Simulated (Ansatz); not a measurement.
# Two runs on C2H3Si

System: C2H3Si, multiplicity 2, SMILES C#C[SiH2].
Method of run 1: UKS wB97M-V/def2-TZVPP (Ansatz 0.2.0).

The geometry: displaced from a GFN2-xTB structure. Text and figures count atoms from 1; the logs count them from 0 in places.

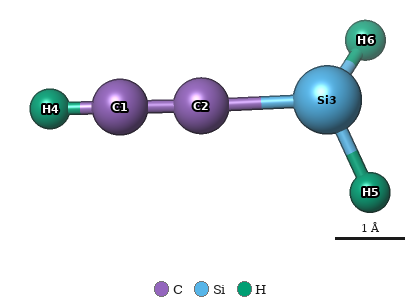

The structure as given in the input (ball-and-stick view, seen at a tilt; atoms are numbered from 1 in the order of the input). Bond lengths as drawn: C–C 1.19 Å, C–H 1.04 Å, C–Si 1.85 Å and H–Si 1.29 to 1.49 Å.

The input, run 1:
```yaml
crystal:
  periodic: [false, false, false]
  atoms:
    - {symbol: C, position_ang: [1.095300, -1.273200, 0.555000]}
    - {symbol: C, position_ang: [0.433100, -0.362900, 0.172800]}
    - {symbol: Si, position_ang: [-0.545000, 1.096800, -0.393400]}
    - {symbol: H, position_ang: [1.493500, -2.140900, 0.968900]}
    - {symbol: H, position_ang: [-1.215100, 0.848000, -1.703600]}
    - {symbol: H, position_ang: [-1.287100, 1.695800, 0.473900]}
basis:
  gaussian: {orbitals: def2-TZVPP}
magnetization: {spin_polarized: true, initial_magnetization: 1}
hamiltonian: {xc: {name: wB97M-V}}
output: {forces: true}
```

Hardware: 4 CPU threads, shared host.

Output (run 1):
```
Functional definition: wB97M-V
  parameter omega = 0.3/bohr
  parameter cx = 0.15
  parameter cx01 = 1.007
  parameter cx10 = 0.259
  parameter css00 = 0.443
  parameter css04 = -1.437
  parameter css10 = -4.535
  parameter css20 = -3.390
  parameter css43 = 4.278
  parameter cos00 = 1.000
  parameter cos10 = 1.358
  parameter cos20 = 2.924
  parameter cos21 = -8.812
  parameter cos60 = -1.390
  parameter cos61 = 9.142
  parameter b = 6.0
  parameter c = 0.01
  gx(w, u) = 1 - cx + cx01*u + cx10*w
  gss(w, u) = css00 + css04*u^4 + css10*w + css20*w^2 + css43*w^4*u^3
  gos(w, u) = cos00 + cos10*w + (cos20 + cos21*u)*w^2 + (cos60 + cos61*u)*w^6
  exchange = spin_sum(e_x_unif_sr(omega)*gx(b97_w, b97_u_x)) + cx*exact_x_sr(omega) + exact_x_lr(omega)
  correlation = spin_sum(e_c_pw_mod_same_spin*gss(b97_w, b97_u_same))
      + integral(e_c_pw_mod_opposite_spin*gos(b97_w_opposite, b97_u_opposite)) + vv10(b, c)
828 factors; their error is unknown
193 factors; integrals over basis functions are off by at most 1.1e-5 eV
mean field evaluation 1: about -9991.8834 eV, gradient 2.9e1 eV
mean field evaluation 2: about -9993.2374 eV, gradient 2.3e1 eV
mean field evaluation 4: about -9996.0366 eV, gradient 1.7e0 eV
mean field evaluation 8: about -9996.0637 eV, gradient 5.5e-2 eV
mean field evaluation 16: about -9996.0682 eV, gradient 2.8e-3 eV
mean field -9996.06822428 eV, -367.3487316640 hartree, gradient 1.9e-5 eV, S^2 0.754974; 0 other end points of the search recorded, 0 dependent functions left out
the calculation of the forces begins
reference -9996.06826730 eV, -367.3487332447 hartree; 15, 14 occupied and 131, 132 virtual orbitals, 828 factors
Total energy: -9996.06826730 eV, -367.3487332447 hartree
Atom 0 at     1.095300    -1.273200     0.555000 Å, force     0.277319    -0.834596     0.447676 eV/Å
Atom 1 at     0.433100    -0.362900     0.172800 Å, force    -1.611898     2.220687    -0.775123 eV/Å
Atom 2 at    -0.545000     1.096800    -0.393400 Å, force     3.454048    -2.776007    -3.930451 eV/Å
Atom 3 at     1.493500    -2.140900     0.968900 Å, force     0.684059    -0.749575     0.256181 eV/Å
Atom 4 at    -1.215100     0.848000    -1.703600 Å, force     0.135400    -0.008106     0.377607 eV/Å
Atom 5 at    -1.287100     1.695800     0.473900 Å, force    -2.938927     2.147597     3.624110 eV/Å
Dipole moment:    -0.036959    -0.032202     0.086670 e Å
```

Run 2 used a changed input.

The two runs side by side:

| quantity | run 1 | run 2 |
| --- | --- | --- |
| outcome | converged | converged |
| total energy (hartree) | −367.348733 | −366.785329 |
| dipole moment (D) | 0.48 | 0.57 |
| ⟨S²⟩ | 0.755 | 0.815 |
| largest force (eV/Å) | 5.923 | 5.968 |
| basis functions | 146 | 146 |
| wall time (shared host) | 3.1 s | 64 s |

Which change of the input explains these differences?

The change (lines with − go, lines with + come):
```diff
-hamiltonian: {xc: {name: wB97M-V}}
+correlation: {method: ccsd_t}
+scf: {omitted_lower_state_checks: [cluster_reference]}
```

The total energies belong to different methods, so their difference says nothing on which is more stable or more accurate. The largest force goes from 5.923 to 5.968 eV/Å. The dipole moment goes from 0.48 to 0.57 D.

Output (run 2):
```
Functional definition: HF
  exchange = exact_x
  correlation = 0
these checks for a lower state are left out or cut short: cluster_reference
858 factors; integrals over basis functions are off by at most 7.0e-4 eV
mean field evaluation 1: about -9965.4991 eV, gradient 2.1e1 eV
mean field evaluation 2: about -9965.5064 eV, gradient 2.1e1 eV
mean field evaluation 4: about -9968.4440 eV, gradient 2.5e0 eV
mean field evaluation 8: about -9968.5537 eV, gradient 2.6e-1 eV
mean field evaluation 16: about -9968.2994 eV, gradient 1.4e0 eV
mean field -9968.56338537 eV, -366.3379474772 hartree, gradient 5.3e-6 eV, S^2 0.815016; 2 other end points of the search recorded, 0 dependent functions left out
7 core orbitals not correlated: weight in the atoms' cores, before any rotation towards them, 1.000 or more for the frozen orbitals, at most 0.000 for the correlated occupied ones
reference -9968.56338537 eV, -366.3379474772 hartree; 8, 7 occupied and 131, 132 virtual orbitals, 858 factors
second order -10.76668157 eV of doubles, -0.00000000 eV of singles
cycle   1  -11.09188819 eV  change   -3.3e-1 eV  update   9.2e-2
cycle   2  -11.49822983 eV  change   -4.1e-1 eV  update   3.4e-2
cycle   3  -11.60108802 eV  change   -1.0e-1 eV  update   2.1e-2
cycle   4  -11.60567396 eV  change   -4.6e-3 eV  update   9.1e-3
cycle   5  -11.60724933 eV  change   -1.6e-3 eV  update   3.3e-3
cycle   6  -11.60746005 eV  change   -2.1e-4 eV  update   1.4e-3
cycle   7  -11.60781669 eV  change   -3.6e-4 eV  update   4.7e-4
cycle   8  -11.60784894 eV  change   -3.2e-5 eV  update   1.9e-4
cycle   9  -11.60780025 eV  change    4.9e-5 eV  update   8.6e-5
cycle  10  -11.60780586 eV  change   -5.6e-6 eV  update   3.7e-5
cycle  11  -11.60782084 eV  change   -1.5e-5 eV  update   1.7e-5
cycle  12  -11.60782108 eV  change   -2.4e-7 eV  update   7.3e-6
cycle  13  -11.60782514 eV  change   -4.1e-6 eV  update   3.1e-6
cycle  14  -11.60782279 eV  change    2.4e-6 eV  update   1.4e-6
cycle  15  -11.60782189 eV  change    9.0e-7 eV  update   6.0e-7
cycle  16  -11.60782171 eV  change    1.8e-7 eV  update   2.2e-7
perturbative correction -0.56605513 eV, -0.0208021425 hartree
the calculation of the forces begins
Total energy: -9980.73726221 eV, -366.7853291994 hartree
Atom 0 at     1.095300    -1.273200     0.555000 Å, force     1.020272    -1.822691     0.852294 eV/Å
Atom 1 at     0.433100    -0.362900     0.172800 Å, force    -2.272881     3.085763    -1.135259 eV/Å
Atom 2 at    -0.545000     1.096800    -0.393400 Å, force     3.534167    -2.614109    -4.036346 eV/Å
Atom 3 at     1.493500    -2.140900     0.968900 Å, force     0.704295    -0.809175     0.287235 eV/Å
Atom 4 at    -1.215100     0.848000    -1.703600 Å, force     0.067475    -0.030149     0.314998 eV/Å
Atom 5 at    -1.287100     1.695800     0.473900 Å, force    -3.053327     2.190361     3.717079 eV/Å
Dipole moment:    -0.046138    -0.057464     0.092130 e Å
Checks for a lower state left out: cluster_reference
```
